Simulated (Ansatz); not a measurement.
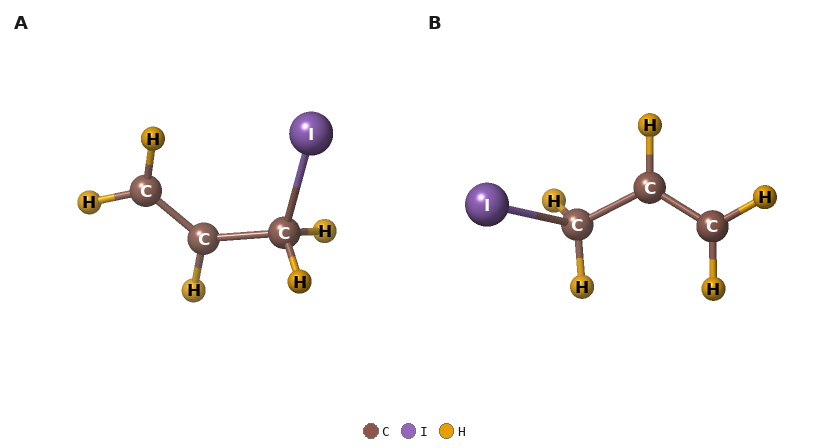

2 stationary structures of one formula. Geometries: PBE0-D4/def2-TZVP. Electronic energies: CCSD(T)/CBS (from def2-TZVPP and def2-QZVPP) (Ansatz 0.2.0), without zero-point energy. No frequency run is at hand to confirm each as a minimum.

Are they conformers, stereoisomers or constitutional isomers?

Answer. They are conformers of C3H5I: `C=CCI`.

Which is lowest in energy, and by how much?

Answer. B is lowest; A lies 1.3 kcal/mol above it.
